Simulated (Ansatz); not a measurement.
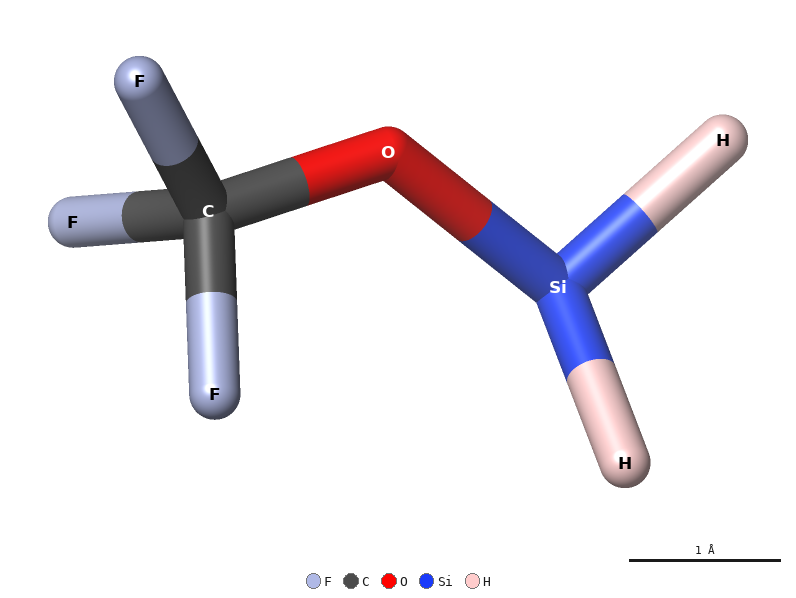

The picture shows the input geometry.

The calculation was set up as follows.

```yaml
crystal:
  periodic: [false, false, false]
  atoms:
    - {symbol: F, position_ang: [0.488283, -1.620183, 0.376349]}
    - {symbol: C, position_ang: [1.037999, -0.504279, -0.125017]}
    - {symbol: F, position_ang: [1.872655, -0.028733, 0.805586]}
    - {symbol: F, position_ang: [1.758977, -0.844503, -1.184414]}
    - {symbol: O, position_ang: [0.121291, 0.395446, -0.473855]}
    - {symbol: Si, position_ang: [-1.225456, 0.887806, 0.403611]}
    - {symbol: H, position_ang: [-2.134977, -0.272260, 0.605714]}
    - {symbol: H, position_ang: [-1.826671, 1.929504, -0.463775]}
basis:
  gaussian: {orbitals: 6-31G}
magnetization: {spin_polarized: true, initial_magnetization: 1}
hamiltonian: {xc: {name: wB97X}}
accuracy: high
scf: {lower_state_search: off}
output: {forces: true}
```

It was started with:

```sh
ansatz run in.yaml --threads 2 --pin off --events-out ev --progress --plain --max-ram 20480MiB --backend cpu
```

Output:

```
Functional definition: wB97X
  name "wB97X"
  cite "Chai & Head-Gordon, J. Chem. Phys. 128, 084106 (2008) doi:10.1063/1.2834918"
  cite "Becke, J. Chem. Phys. 107, 8554 (1997) doi:10.1063/1.475007"
  parameter omega = 0.3/bohr
  parameter cx = 0.157706
  parameter cx1 = 0.726479
  parameter cx2 = 1.04760
  parameter cx3 = -5.70635
  parameter cx4 = 13.2794
  parameter css1 = -4.33879
  parameter css2 = 18.2308
  parameter css3 = -31.7430
  parameter css4 = 17.2901
  parameter cos1 = 2.37031
  parameter cos2 = -11.3995
  parameter cos3 = 6.58405
  parameter cos4 = -3.78132
  # The coefficients of nought are those of the uniform gas.
  exchange = spin_sum(e_x_unif_sr(omega)*poly(b97_u_x, 1 - cx, cx1, cx2, cx3, cx4)) + cx*exact_x_sr(omega)
      + exact_x_lr(omega)
  correlation = spin_sum(e_c_pw_same_spin*poly(b97_u_same, 1, css1, css2, css3, css4))
      + integral(e_c_pw_opposite_spin*poly(b97_u_opposite, 1, cos1, cos2, cos3, cos4))
these checks for a lower state are left out or cut short: stability, starts, cluster_reference, orbital_swaps, neighbouring_geometries, increment
1474 factors; integrals over basis functions are off by at most 5.6e-9 eV
333 factors; integrals over basis functions are off by at most 1.8e-9 eV
mean field evaluation 1: about -19130.7996 eV, gradient 3.9e1 eV
mean field evaluation 2: about -19131.6773 eV, gradient 4.0e1 eV
mean field evaluation 4: about -19136.6890 eV, gradient 1.5e0 eV
mean field evaluation 8: about -19136.8075 eV, gradient 3.2e-2 eV
mean field evaluation 16: about -19136.8075 eV, gradient 1.2e-4 eV
mean field -19136.80750119 eV, -703.2647042746 hartree, gradient 8.8e-8 eV, S^2 0.751050; 0 other end points of the search recorded, 0 dependent functions left out
the calculation of the forces begins
reference -19136.80749946 eV, -703.2647042113 hartree; 29, 28 occupied and 33, 34 virtual orbitals, 1474 factors
Total energy: -19136.80749946 eV, -703.2647042113 hartree
Atom 0 at     0.488283    -1.620183     0.376349 Å, force    -1.094192    -1.986827     0.959975 eV/Å
Atom 1 at     1.037999    -0.504279    -0.125017 Å, force    -0.576804     1.001631    -0.872091 eV/Å
Atom 2 at     1.872655    -0.028733     0.805586 Å, force     1.448861     0.882733     1.745857 eV/Å
Atom 3 at     1.758977    -0.844503    -1.184414 Å, force     1.346649    -0.654281    -1.924858 eV/Å
Atom 4 at     0.121291     0.395446    -0.473855 Å, force     1.028983    -0.218771    -1.049466 eV/Å
Atom 5 at    -1.225456     0.887806     0.403611 Å, force    -1.899719     1.028501     1.181562 eV/Å
Atom 6 at    -2.134977    -0.272260     0.605714 Å, force    -0.154919    -0.243014     0.053684 eV/Å
Atom 7 at    -1.826671     1.929504    -0.463775 Å, force    -0.098858     0.190027    -0.094663 eV/Å
Dipole moment:    -0.516118     0.236610     0.209471 e Å
Checks for a lower state left out: stability, starts, cluster_reference, orbital_swaps, neighbouring_geometries, increment
```

The calculation finished and met its thresholds.
